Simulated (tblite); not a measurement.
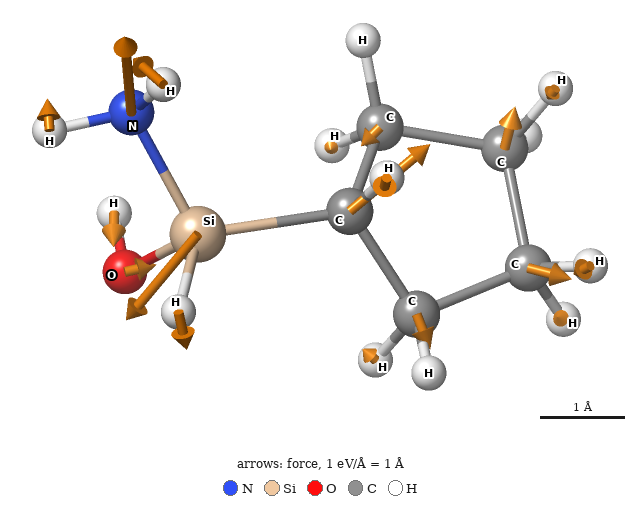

Starting geometry of C$_{5}$H$_{13}$NOSi with the computed forces as orange arrows. Style: ball-and-stick. Shown at a tilt.

The calculation used tblite 0.8.0, GFN2-xTB geometry optimisation, gas phase. 

Q: Is this structure relaxed? If not, where do the atoms go?

A: It isn't relaxed: the largest force vector, on the N atom, is 1.67 eV/Å. The final displacements follow the starting forces only in part (cosine between the two patterns 0.34). The atom that moves furthest after the best rigid fit is an H atom (0.39 Å). By element the largest moves are H 0.39 Å, N 0.13 Å, O 0.08 Å, Si 0.06 Å, C 0.05 Å. Some distances before and after: C–Si 1.856 → 1.901 Å, N–Si 1.708 → 1.730 Å, O–Si 1.649 → 1.627 Å, H–N 1.026 → 1.006 Å. Bond angles that change, for instance: N–Si–H 106.0° → 118.1°, O–Si–H 110.7° → 99.7°, Si–N–H 108.6° → 118.6°. Over 57 geometry steps the energy falls by 30.4 kJ/mol. The run took 0.74 s on 1 thread of Arm Neoverse N1 (shared host).
